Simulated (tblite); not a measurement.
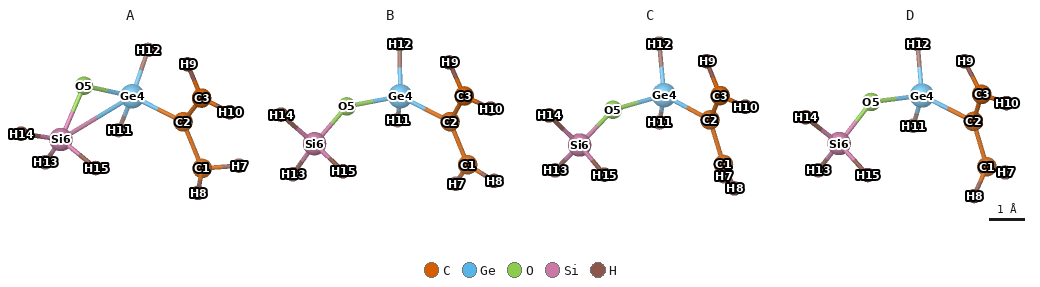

4 geometries from one relaxation of C$_{3}$H$_{9}$GeOSi (multiplicity 2), in shuffled order. A ball-and-stick model, seen at a tilt.

Method: tblite, GFN2-xTB geometry optimisation, gas phase. 

Put them in the order of the run, from the start to the converged end.

Answer. A, D, C, B. They are steps 0, 23, 33, 117, at +1.550 eV, +0.600 eV, +0.215 eV relative to the last. H7 moves most after the best rigid fit: 1.42 Å. Largest moves by element: H 1.42 Å, O 0.73 Å, Ge 0.24 Å, C 0.23 Å, Si 0.22 Å. Near-neighbour distances that change, for instance: Ge4–Si6 2.810 → 3.221 Å, C1–C2 1.500 → 1.375 Å, O5–Si6 1.722 → 1.621 Å, C2–Ge4 1.924 → 1.978 Å. Among the angles between lasting bonds that change: Ge4–O5–Si6 105.8° → 145.9°, C2–C1–H8 110.0° → 121.6°, C2–C1–H7 110.6° → 120.8°. Groups turn about Ge4–O5 by about 30°, C2–Ge4 by about 20°, O5–Si6 by about 20°. Over 117 geometry steps the energy falls by 1.550 eV. The run took 1.3 s on 1 thread of Intel(R) Xeon(R) Platinum 8259CL CPU @ 2.50GHz, on a shared host.
